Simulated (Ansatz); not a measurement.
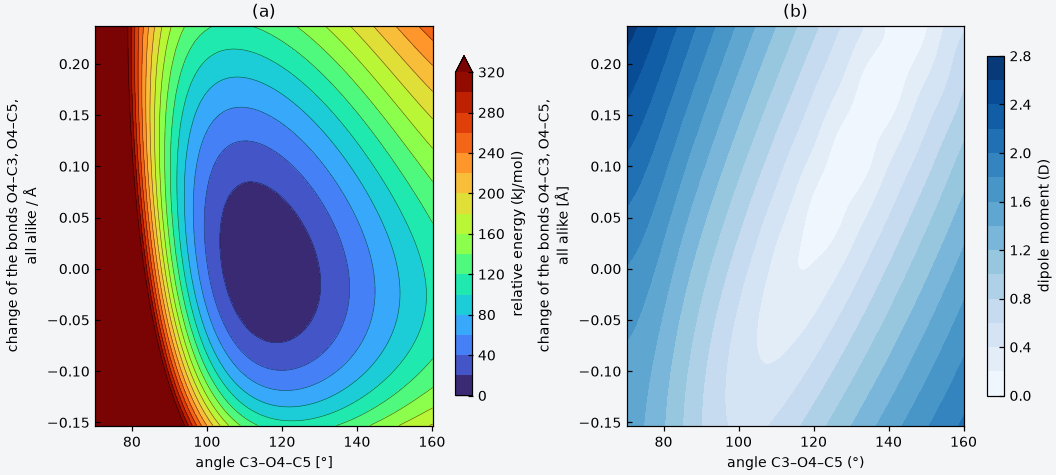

C₃H₇NO, SMILES CN=COC. Coordinates scanned: (1) angle C3–O4–C5; (2) change of the bonds O4–C3, O4–C5, all alike. Nothing is relaxed (all other coordinates rigid). Grid: 13 × 13 points. Points are written as (first, second). Energies are in kJ/mol, from the relaxed molecule at the same level. Method: Ansatz 0.2.0, RKS PBE-D4/def2-TZVP.

Panel (a) is the energy and panel (b) the computed dipole moment on the same grid.

In the figure: filled contours, one colour for all values above the top of the scale. Between grid points the surface is interpolated.

Q: How does the dipole moment vary over the map, and what is it at the lowest grid point?

A: Leaving out the highest fifth of the energies, it runs from 0.01 D at (137.7°, 0.172 Å) to 2.13 D at (85.2°, 0.237 Å). At the lowest grid point, (115.2°, 0.009 Å), it is 0.21 D.
